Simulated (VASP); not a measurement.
Band structure of SnSe₂ (1T layered). Calculation: PBE GGA with D3 dispersion (zero damping), VASP's PBE PAW potentials (set 64) (plane waves; VASP 6.6.1).

Unless said otherwise, spin-orbit coupling is left out, though it shifts the bands of the heavy elements here.

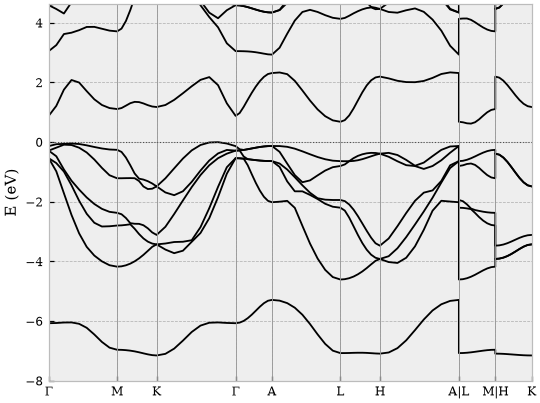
Fig. 1. Bands along high-symmetry lines, zero at the valence-band maximum or, without a gap, the Fermi level

Q: Read the plot: is there a gap, and where are the band edges?

A: The gap is indirect, 0.62 eV, from the valence maximum at K-Γ at 0.78 to the conduction minimum at L-M at 0.33. (Edges off the drawn lines would not show.)

Measured: gap 0.98 eV (computed value off by -0.36 eV), as given by Joseph M. Gonzalez et al., Physical Review B (2016), arXiv:1609.04381.

The compound is SnSe2 in the 1T layered structure. It was relaxed first.
